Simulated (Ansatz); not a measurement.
System: ClH$_{4}$NO$_{2}$Ti···PH$_{3}$.

Input file:

```
crystal:
  periodic: [false, false, false]
  atoms:
    - { symbol: Ti, position_ang: [-0.067364, -0.102945, 0.10464] }
    - { symbol: Cl, position_ang: [-0.27455, -0.423126, 2.418943] }
    - { symbol: "N", position_ang: [1.679813, -0.087049, -0.483708] }
    - { symbol: H, position_ang: [2.126123, -0.933298, -0.794969] }
    - { symbol: H, position_ang: [2.278532, 0.706622, -0.618914] }
    - { symbol: O, position_ang: [-0.978982, 1.301888, -0.444889] }
    - { symbol: H, position_ang: [-1.755274, 1.5889, -0.900003] }
    - { symbol: O, position_ang: [-0.731944, -1.582304, -0.553347] }
    - { symbol: H, position_ang: [-1.178925, -2.374745, -0.298505] }
    - { symbol: P, position_ang: [1.340444, 3.037701, 1.291706] }
    - { symbol: H, position_ang: [2.655441, 2.529543, 1.392996] }
    - { symbol: H, position_ang: [1.200137, 2.81594, -0.090132] }
    - { symbol: H, position_ang: [0.695649, 1.869275, 1.755282] }
basis:
  gaussian: { orbitals: def2-SVP }
hamiltonian:
  xc: hf
relax:
  f_tol: 0.03
  max_steps: 50
output:
  orbitals: {}
```

Run with:

```sh
ansatz run input.yaml --threads 4 --pin off --max-ram 5120MiB --backend cpu --events-out ev --progress --plain --runs-dir out
```

The fields are those of the run's last geometry, not of the input's.

Theory: RHF/def2-SVP (Ansatz).

What will maps of the electron density and electron localisation function show?

Ti–O (1.75 Å): ρ at the midpoint is about 1.1 e/Å³; the ELF peaks at about 0.80 in the valence shell of O, 0.5 Å from its nucleus, and drops to about 0.20 between the two atoms.
Ti–N (1.84 Å): the density is about 1 e/Å³ at the midpoint; the ELF peaks at about 0.90 in the valence shell of N, 0.6 Å from its nucleus, and is about 0.40 at the midpoint.
O–H (0.94 Å): ρ is about 3.8 e/Å³ halfway; the ELF climbs to about 1 towards the hydrogen, as it does in any bond to H: an ordinary covalent bond to hydrogen.
P–H (1.41 Å): ρ is about 1.1 e/Å³ halfway; the ELF climbs to about 1 towards the hydrogen.

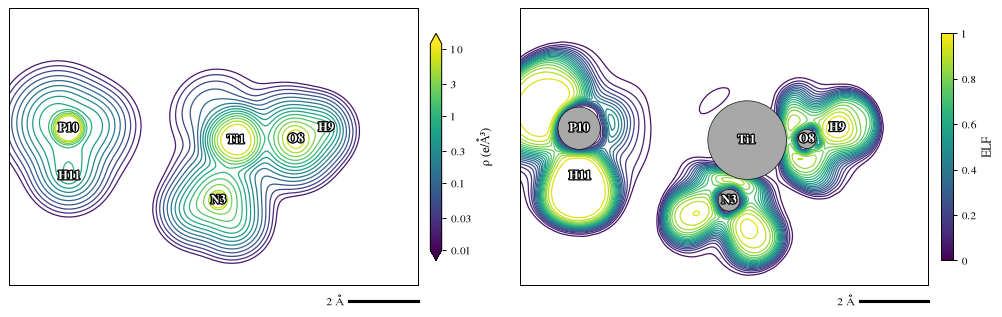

Computed electron density and electron localisation function on the plane of atoms N3, Ti1 and O8, in this order. Grey discs cover the atomic cores in the ELF map. 
